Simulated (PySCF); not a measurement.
System: ScI (triplet).

```yaml
atoms:
  - { symbol: Sc, position_ang: [0.0000, 0.0000, -1.9937] }
  - { symbol: I, position_ang: [0.0000, 0.0000, 0.7063] }
```

All numbers below come from PySCF, PBE0/x2c-TZVPPall, spin-free X2C-1e, Gaussian nucleus, at a bond length of 2.700 Å.

### Predict the electron density, electron localisation function and spin density between the atoms.

Sc–I (2.70 Å): the density is about 0.41 e/Å³ at the midpoint; the ELF peaks at about 0.75 in the valence shell of I, 1.2 Å from its nucleus, and is about 0.65 at the midpoint.
The unpaired spin (2 electrons) lies mostly on Sc1 (about 2.0), in electrons by Hirshfeld's partition.

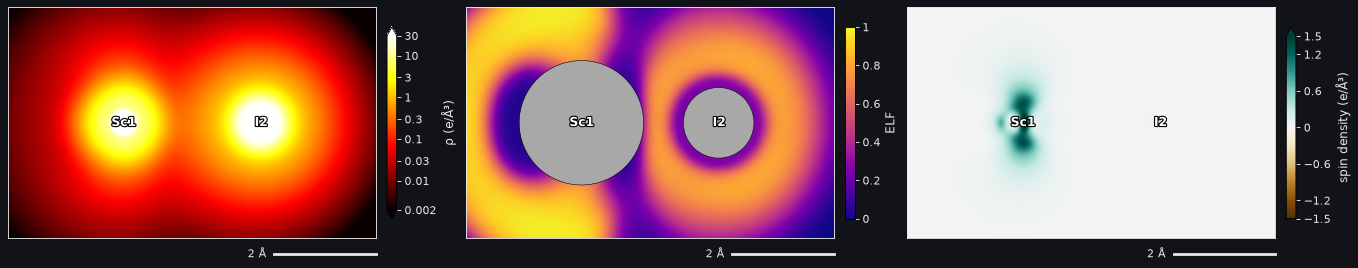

Computed electron density, electron localisation function and spin density on a plane that holds the molecular axis, in this order. Grey discs cover the atomic cores in the ELF map. 
